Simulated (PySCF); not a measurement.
# TiF3: single-point calculation

TiF3, multiplicity 4, SMILES [F][Ti]([F])[F], computed with B3LYP/cc-pVTZ, UKS (PySCF 2.14.0).

The geometry is that of the parent species in another charge or spin state. The geometry comes from this level: GFN2-xTB.

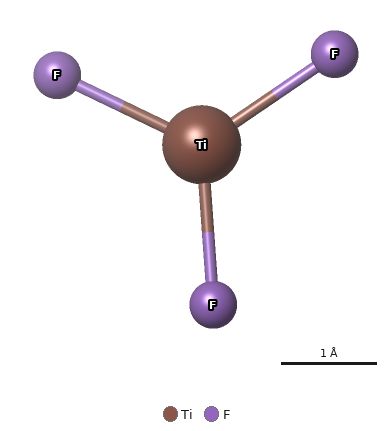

Fig. 1: The structure as given in the input (ball-and-stick view, seen on its broad side). Sticks mark near contacts.

Key numbers:

| quantity | value |
| --- | --- |
| outcome | converged |
| total energy | −1149.066388 hartree |
| basis functions | 158 |
| ⟨S²⟩ | 3.757 |
| dipole moment | 0.77 D |
| hardware | 1 thread of Intel Xeon (Granite Rapids), 16 GiB of memory available, shared host |
| wall time | 78 s |
| peak memory | 0.77 GiB |

The input (calc.py):
```python
from pyscf import gto, dft

mol = gto.Mole()
mol.atom = '''
Ti     0.000040     0.000040    -0.000230
F      1.692990    -0.024400     0.011610
F     -0.825510     1.478230    -0.015120
F     -0.867520    -1.453870     0.003740
'''
mol.verbose = 3
mol.max_memory = 1860
mol.spin = 3
mol.basis = 'cc-pvtz'
mol.build()

mf = dft.UKS(mol, xc='b3lyp')
mf.grids.level = 0
mf.conv_tol = 1e-10
mf.kernel()
if not mf.converged:
    mf = mf.newton().run(mf.mo_coeff, mf.mo_occ)

e_tot = mf.e_tot
print('E = %.10f Eh' % e_tot)
```

Command:
```bash
OMP_NUM_THREADS=1 python calc.py
```

The program's output:
```
WARN: HOMO -0.127283181402589 >= LUMO -0.560425958015157

WARN: HOMO -0.139133112342119 >= LUMO -0.287871126839525

WARN: HOMO -0.121876255679677 >= LUMO -0.367856735450033

WARN: HOMO -0.146145532553609 >= LUMO -0.372577334092952

WARN: HOMO -0.159307793073407 >= LUMO -0.376746916839402

WARN: HOMO -0.151423654351445 >= LUMO -0.371968958306891

WARN: HOMO -0.150864317452308 >= LUMO -0.371594451656975

WARN: HOMO -0.150626062316558 >= LUMO -0.370996678623467

WARN: HOMO -0.15068908431172 >= LUMO -0.370883636767106

WARN: HOMO -0.150735524771536 >= LUMO -0.370928743498792

WARN: HOMO -0.150761408757306 >= LUMO -0.370961742812492

WARN: HOMO -0.150772517835794 >= LUMO -0.370956062992393

WARN: HOMO -0.150800513794161 >= LUMO -0.370985989739182

WARN: HOMO -0.150749106252228 >= LUMO -0.370956814032372

WARN: HOMO -0.150794443255382 >= LUMO -0.370973225763324

WARN: HOMO -0.150773264779499 >= LUMO -0.370975115606635

WARN: HOMO -0.15077822832758 >= LUMO -0.370977693754945

WARN: HOMO -0.150776553042707 >= LUMO -0.37098040797734

WARN: HOMO -0.150779548313794 >= LUMO -0.37098189205896

WARN: HOMO -0.150783404227928 >= LUMO -0.370981512391639

WARN: HOMO -0.150782954405553 >= LUMO -0.370982241054987

WARN: HOMO -0.150781361558176 >= LUMO -0.370976851981672

WARN: HOMO -0.150785963168735 >= LUMO -0.37096730826438

WARN: HOMO -0.150789161058283 >= LUMO -0.370976698983785

WARN: HOMO -0.150818966152821 >= LUMO -0.37092868940797

WARN: HOMO -0.150834787517129 >= LUMO -0.370914589994896

WARN: HOMO -0.150892138432294 >= LUMO -0.37087686955719

WARN: HOMO -0.151127525194276 >= LUMO -0.370729255238279

WARN: HOMO -0.151065205784871 >= LUMO -0.37077074152484

WARN: HOMO -0.15142111227337 >= LUMO -0.370554412859956

WARN: HOMO -0.150970606449215 >= LUMO -0.370843489712103

WARN: HOMO -0.151269038852728 >= LUMO -0.370597608707444

WARN: HOMO -0.150894831351264 >= LUMO -0.370866369645187

WARN: HOMO -0.15112274180119 >= LUMO -0.370711425541854

WARN: HOMO -0.150940824290041 >= LUMO -0.370848321720768

WARN: HOMO -0.150879941714216 >= LUMO -0.370895236527007

WARN: HOMO -0.150844285315063 >= LUMO -0.370909869803285

WARN: HOMO -0.15117886441279 >= LUMO -0.370733019071482

WARN: HOMO -0.151096062320638 >= LUMO -0.37078102979183

WARN: HOMO -0.151325339068478 >= LUMO -0.370627596636217

WARN: HOMO -0.151477481335114 >= LUMO -0.370548515109896

WARN: HOMO -0.151649949554664 >= LUMO -0.370458325932718

WARN: HOMO -0.150785848781867 >= LUMO -0.370929387866406

WARN: HOMO -0.151161488298762 >= LUMO -0.370720918929191

WARN: HOMO -0.150880109846392 >= LUMO -0.370861470711718

WARN: HOMO -0.150784625282329 >= LUMO -0.370916059684863

WARN: HOMO -0.150771248047699 >= LUMO -0.370926904794672

WARN: HOMO -0.150767387336481 >= LUMO -0.370926455455027

WARN: HOMO -0.15077380615287 >= LUMO -0.370925582955014

WARN: HOMO -0.150769070586646 >= LUMO -0.370924495053373

SCF not converged.
SCF energy = -1149.06623268168 after 50 cycles  <S^2> = 3.7563442  2S+1 = 4.0031709

WARN: HOMO -0.150747641371128 >= LUMO -0.370938981898585

WARN: HOMO -0.15100937953425403 > LUMO -0.37127435711107415 was found in the canonicalized orbitals.

converged SCF energy = -1149.06638835451  <S^2> = 3.7566462  2S+1 = 4.0033217
E = -1149.0663883545 Eh
```
